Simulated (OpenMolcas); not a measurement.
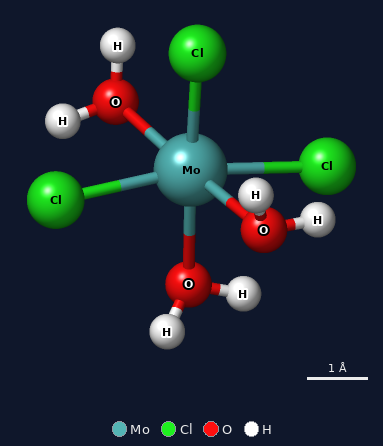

**Figure 1.** The input geometry (ball-and-stick view, seen at a tilt). Sticks mark near contacts.

# Single-point calculation of MoH$_{6}$Cl$_{3}$O$_{3}$ (part 1 of 4)

MoH$_{6}$Cl$_{3}$O$_{3}$ (mer-MoCl3(H2O)3), multiplicity 4, SMILES [OH2]->[Mo](<-[OH2])(<-[OH2])([Cl])([Cl])[Cl], computed with NEVPT2/ANO-R1, sfX2C (OpenMolcas 26.06).

The geometry comes from this level: GFN2-xTB.

**Log**
```
--- Start Module: gateway ---

                                              &GATEWAY

                       available to each process: 1.9 GB of memory, 1 thread

++    Symmetry information:
      ---------------------

                    Character Table for C1

                             E
                    a        1  x, y, xy, Rz, z, xz, Ry, yz, Rx, I
--

++    Basis set information:
      ----------------------

      Basis set label: MO.ANO-R...6S4P3D1F.

      Electronic valence basis set:
      ------------------
      Associated Effective Charge  42.000000 au
      Associated Actual Charge     42.000000 au
      Nuclear Model: Finite nucleus - Gaussian distribution
        Gaussian exponent, Xi/bohr**(-2):  2.14585E+08

      Shell  nPrim  nBasis  Cartesian Spherical Contaminant
         s      23       6        X
         p      16       4        X
         d      12       3                 X
         f       6       1                 X

      Basis set label: CL.ANO-R...4S3P1D.

      Electronic valence basis set:
      ------------------
      Associated Effective Charge  17.000000 au
      Associated Actual Charge     17.000000 au
      Nuclear Model: Finite nucleus - Gaussian distribution
        Gaussian exponent, Xi/bohr**(-2):  3.84638E+08

      Shell  nPrim  nBasis  Cartesian Spherical Contaminant
         s      17       4        X
         p      11       3        X
         d       7       1                 X

      Basis set label: O.ANO-R...3S2P1D.

      Electronic valence basis set:
      ------------------
      Associated Effective Charge   8.000000 au
      Associated Actual Charge      8.000000 au
      Nuclear Model: Finite nucleus - Gaussian distribution
        Gaussian exponent, Xi/bohr**(-2):  5.86314E+08

      Shell  nPrim  nBasis  Cartesian Spherical Contaminant
         s      13       3        X
         p       8       2        X
         d       4       1                 X

      Basis set label: H.ANO-R...2S1P.

      Electronic valence basis set:
      ------------------
      Associated Effective Charge   1.000000 au
      Associated Actual Charge      1.000000 au
      Nuclear Model: Finite nucleus - Gaussian distribution
        Gaussian exponent, Xi/bohr**(-2):  2.12482E+09

      Shell  nPrim  nBasis  Cartesian Spherical Contaminant
         s       7       2        X
         p       4       1        X

      Basis set label: O.ANO-R...3S2P1D.

      Electronic valence basis set:
      ------------------
      Associated Effective Charge   8.000000 au
      Associated Actual Charge      8.000000 au
      Nuclear Model: Finite nucleus - Gaussian distribution
        Gaussian exponent, Xi/bohr**(-2):  5.86314E+08

      Shell  nPrim  nBasis  Cartesian Spherical Contaminant
         s      13       3        X
         p       8       2        X
         d       4       1                 X

      Basis set label: H.ANO-R...2S1P.

      Electronic valence basis set:
      ------------------
      Associated Effective Charge   1.000000 au
      Associated Actual Charge      1.000000 au
      Nuclear Model: Finite nucleus - Gaussian distribution
        Gaussian exponent, Xi/bohr**(-2):  2.12482E+09

      Shell  nPrim  nBasis  Cartesian Spherical Contaminant
         s       7       2        X
         p       4       1        X

      Basis set label: O.ANO-R...3S2P1D.

      Electronic valence basis set:
      ------------------
      Associated Effective Charge   8.000000 au
      Associated Actual Charge      8.000000 au
      Nuclear Model: Finite nucleus - Gaussian distribution
        Gaussian exponent, Xi/bohr**(-2):  5.86314E+08

      Shell  nPrim  nBasis  Cartesian Spherical Contaminant
         s      13       3        X
         p       8       2        X
         d       4       1                 X

      Basis set label: H.ANO-R...2S1P.

      Electronic valence basis set:
      ------------------
      Associated Effective Charge   1.000000 au
      Associated Actual Charge      1.000000 au
      Nuclear Model: Finite nucleus - Gaussian distribution
        Gaussian exponent, Xi/bohr**(-2):  2.12482E+09

      Shell  nPrim  nBasis  Cartesian Spherical Contaminant
         s       7       2        X
         p       4       1        X
--

++    Molecular structure info:
      -------------------------

                    ************************************************
                    **** Cartesian Coordinates / bohr, angstrom ****
                    ************************************************

     Center  Label                x              y              z                     x              y              z
        1      MO1              0.536285       0.116313       0.025795              0.283790       0.061550       0.013650
        2      CL2              0.165899       1.315249       4.400095              0.087790       0.696000       2.328430
        3      CL3              0.031143      -1.297694      -4.313999              0.016480      -0.686710      -2.282870
        4      CL4              4.985627      -0.061189       0.114215              2.638280      -0.032380       0.060440
        5      O5              -3.919708       0.303396      -0.259440             -2.074220       0.160550      -0.137290
        6      H6              -4.815268      -0.518238       1.099499             -2.548130      -0.274240       0.581830
        7      H7              -4.345255      -0.506428      -1.843862             -2.299410      -0.267990      -0.975730
        8      O8               0.714316       4.509302      -0.143695              0.378000       2.386220      -0.076040
        9      H9               2.464411       4.962704      -0.454725              1.304110       2.626150      -0.240630
       10      H10              0.357990       4.867613       1.633441              0.189440       2.575830       0.864380
       11      O11              0.711161      -4.310541       0.298652              0.376330      -2.281040       0.158040
       12      H12              2.387971      -4.670496       0.951439              1.263660      -2.471520       0.503480
       13      H13              0.725428      -4.709991      -1.507435              0.383880      -2.492420      -0.797700

                    ***************************************
                    *    InterNuclear Distances / bohr    *
                    ***************************************

               1 MO1           2 CL2           3 CL3           4 CL4           5 O5            6 H6
    1 MO1      0.000000
    2 CL2      4.550729        0.000000
    3 CL3      4.592210        9.098410        0.000000
    4 CL4      4.453758        6.594932        6.759063        0.000000
    5 O5       4.469031        6.279116        5.883209        8.920623        0.000000
    6 H6       5.494963        6.250411        7.307613        9.860893        1.823137        0.000000
    7 H7       5.264301        7.915556        5.087292        9.544509        1.829562        2.980676
    8 O8       4.399861        5.581108        7.181878        6.260990        6.259172        7.576147
    9 H9       5.237946        6.492793        7.746443        5.649755        7.905964        9.243921
   10 H10      5.019081        4.506724        8.572624        6.929370        6.535578        7.486995
   11 O11      4.438701        6.983456        5.551236        6.030097        6.560855        6.750135
   12 H12      5.215275        7.256720        6.682460        5.356721        8.123585        8.315637
   13 H13      5.067522        8.456684        4.472428        6.510791        6.947577        7.420661

               7 H7            8 O8            9 H9           10 H10          11 O11          12 H12
    7 H7       0.000000
    8 O8       7.324437        0.000000
    9 H9       8.843792        1.834433        0.000000
   10 H10      7.943077        1.847585        2.967573        0.000000
   11 O11      6.680493        8.830929        9.467552        9.281428        0.000000
   12 H12      8.395803        9.395165        9.735589        9.775555        1.835046        0.000000
   13 H13      6.595071        9.319618        9.883992       10.086160        1.849788        2.968446

              13 H13
   13 H13      0.000000

                    *******************************************
                    *    InterNuclear Distances / angstrom    *
                    *******************************************

               1 MO1           2 CL2           3 CL3           4 CL4           5 O5            6 H6
    1 MO1      0.000000
    2 CL2      2.408142        0.000000
    3 CL3      2.430093        4.814671        0.000000
    4 CL4      2.356827        3.489888        3.576742        0.000000
    5 O5       2.364909        3.322765        3.113260        4.720591        0.000000
    6 H6       2.907809        3.307575        3.867022        5.218160        0.964762        0.000000
    7 H7       2.785748        4.188732        2.692079        5.050737        0.968163        1.577306
    8 O8       2.328306        2.953395        3.800486        3.313173        3.312211        4.009124
    9 H9       2.771802        3.435838        4.099241        2.989721        4.183656        4.891672
   10 H10      2.655983        2.384856        4.536437        3.666865        3.458479        3.961947
   11 O11      2.348859        3.695486        2.937588        3.190990        3.471855        3.572018
   12 H12      2.759805        3.840091        3.536206        2.834655        4.298816        4.400446
   13 H13      2.681617        4.475084        2.366707        3.445362        3.676499        3.926845

               7 H7            8 O8            9 H9           10 H10          11 O11          12 H12
    7 H7       0.000000
    8 O8       3.875925        0.000000
    9 H9       4.679933        0.970740        0.000000
   10 H10      4.203295        0.977700        1.570372        0.000000
   11 O11      3.535165        4.673127        5.010013        4.911520        0.000000
   12 H12      4.442868        4.971707        5.151852        5.173001        0.971064        0.000000
   13 H13      3.489961        4.931730        5.230383        5.337366        0.978865        1.570834

              13 H13
   13 H13      0.000000

                    **************************************
                    *    Valence Bond Angles / degree    *
                    **************************************
                          Atom centers                 Phi
                      6 H6       5 O5       7 H7       109.38
                      5 O5       6 H6       7 H7        35.38
                      5 O5       7 H7       6 H6        35.24
                      9 H9       8 O8      10 H10      107.41
                      8 O8       9 H9      10 H10       36.45
                      8 O8      10 H10      9 H9        36.15
                     12 H12     11 O11     13 H13      107.33
                     11 O11     12 H12     13 H13       36.50
                     11 O11     13 H13     12 H12       36.16
--

            Nuclear Potential Energy           1172.86528056 au

--- Stop Module: gateway /rc=_RC_ALL_IS_WELL_ ---
--- Module gateway spent 5 seconds ---

--- Start Module: seward ---

                                              &SEWARD

                       available to each process: 1.9 GB of memory, 1 thread

               SEWARD will generate:
                  Multipole Moment integrals up to order  2
                  Kinetic Energy integrals
                  Nuclear Attraction integrals (finite nuclei - Gaussian type)
                  One-Electron Hamiltonian integrals
                  Velocity integrals
                  Relativistic X2C integrals
                  Orbital angular momentum around (  0.7421   0.0674   0.0301 )
                  Velocity quadrupole around (  0.7421   0.0674   0.0301 )
                  Atomic mean-field integrals
                  RI decomposed two-electron repulsion integrals stored Cholesky style
                   - acCD auxiliary basis
                   - CD Threshold:   1.00E-04

                   Integrals are discarded if absolute value <: 1.00E-14
                   Integral cutoff threshold is set to       <: 1.00E-16

            Nuclear Potential Energy           1172.86528056 au

      Basis set specifications :
      Symmetry species         a
      Basis functions          166

--- Stop Module: seward /rc=_RC_ALL_IS_WELL_ ---
--- Module seward spent 16 seconds ---

--- Start Module: rasscf ---

                                              &RASSCF

                       available to each process: 1.9 GB of memory, 1 thread

      Header of the ONEINT file:
      --------------------------

      OrdInt status: non-squared

      Cartesian coordinates in angstrom:
      -----------------------------------------------------
      No.  Label        X            Y            Z
      -----------------------------------------------------
       1   MO1        0.28379000   0.06155000   0.01365000
       2   CL2        0.08779000   0.69600000   2.32843000
       3   CL3        0.01648000  -0.68671000  -2.28287000
       4   CL4        2.63828000  -0.03238000   0.06044000
       5   O5        -2.07422000   0.16055000  -0.13729000
       6   H6        -2.54813000  -0.27424000   0.58183000
       7   H7        -2.29941000  -0.26799000  -0.97573000
       8   O8         0.37800000   2.38622000  -0.07604000
       9   H9         1.30411000   2.62615000  -0.24063000
      10   H10        0.18944000   2.57583000   0.86438000
      11   O11        0.37633000  -2.28104000   0.15804000
      12   H12        1.26366000  -2.47152000   0.50348000
      13   H13        0.38388000  -2.49242000  -0.79770000
      -----------------------------------------------------
      Nuclear repulsion energy = 1172.86528056

++    Wave function specifications:
      -----------------------------

      Number of closed shell electrons         116
      Number of electrons in active shells       7
      Max number of holes in RAS1 space          0
      Max nr of electrons in RAS3 space          0
      Number of inactive orbitals               58
      Number of active orbitals                  8
      Number of secondary orbitals             100
      Spin quantum number                      1.5
      State symmetry                             1
--

++    Orbital specifications:
      -----------------------

      Symmetry species                           1
                                                 a
      Frozen orbitals                            0
      Inactive orbitals                         58
      Active orbitals                            8
      RAS1 orbitals                              0
      RAS2 orbitals                              8
      RAS3 orbitals                              0
      Secondary orbitals                       100
      Deleted orbitals                           0
      Number of basis functions                166
--

++    CI expansion specifications:
      ----------------------------

      Number of CSFs                          1344
      Number of determinants                  1568
      Number of root(s) required                 1
      Root chosen for geometry opt.              1
      CI root used                               1

      highest root included in the CI            1
      max. size of the explicit Hamiltonian    200
--

++    Optimization specifications:
      ----------------------------

      RASSCF algorithm: LK RI/DF
      Maximum number of macro iterations       200
      Maximum number of SX iterations          100
      Threshold for RASSCF energy            1.000E-08
      Threshold for max MO rotation          1.000E-01
      Threshold for max BLB element          1.000E-04
      Level shift parameter                  5.000E-01
      Make Quasi-Newton update
--

      The MO-coefficients are taken from the file:
      step2.RasOrb
      Title: RASSCF average (pseudo-natural) orbitals

      Total molecular charge    0.00

      ************************************************************************************************************************
      *                                            Wave function control section                                             *
      ************************************************************************************************************************

                                         RASSCF iterations: Energy and convergence statistics
                                         ----------------------------------------------------
```
